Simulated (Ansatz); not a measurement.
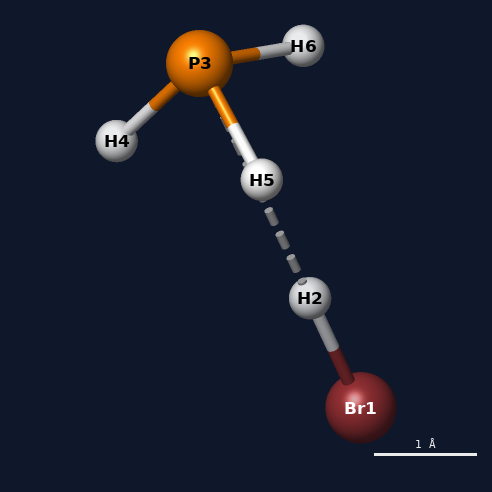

Two molecules or ions; the broken line marks their closest contact (measured against van der Waals radii). Geometry: a pair of rigid molecules at a changed separation. Program: Ansatz 0.2.0.

Which two species are they?

HBr and PH3 (`Br.P`).

How long is the contact?

H2···P3 is 3.07 Å.

Give the counterpoise-corrected interaction energy (kcal/mol, monomers kept as in the pair) with RHF-CCSD(T) (frozen core)/def2-TZVPPD.

```tsv
level	interaction energy (kcal/mol)
RHF-CCSD(T) (frozen core)/def2-TZVPPD	−1.1
```
